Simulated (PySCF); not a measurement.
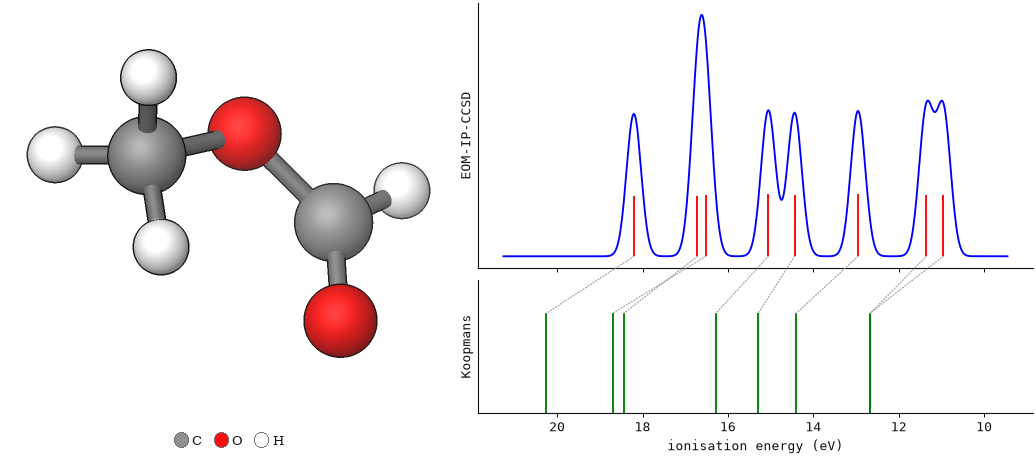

Valence photoelectron lines of C₂H₄O₂ (methyl formate), SMILES COC=O: vertical EOM-IP-CCSD/aug-cc-pVDZ (frozen core, PySCF, at a PBE0-D3(BJ)/def2-SVP geometry (no frequency check); 8 lines, one for each of the 8 highest orbitals, so a line of a deeper orbital can be missing among them) above, Hartree-Fock orbital energies with the sign turned below, non-relativistic; dotted lines join each line to its leading orbital. Stick heights are one-hole weights (summed over degenerate lines), not cross-sections; Gaussian width 0.40 eV.

> What is the first vertical ionisation energy, and how far is Koopmans' value off?

10.95 eV from the HOMO−1; Koopmans gives 12.68 eV, 1.73 eV too high.

> List the lines.

```tsv
hole	EOM-IP-CCSD (eV)	Koopmans (eV)	one-hole weight
HOMO-1	10.95	12.68	0.95
HOMO	11.36	12.67	0.95
HOMO-2	12.95	14.40	0.95
HOMO-3	14.44	15.30	0.94
HOMO-4	15.05	16.29	0.96
HOMO-6	16.52	18.70	0.94
HOMO-5	16.71	18.44	0.93
HOMO-7	18.20	20.26	0.93
```

Note: small basis, so the lines can lie some tenths of an eV too low; one conformer of a flexible molecule.
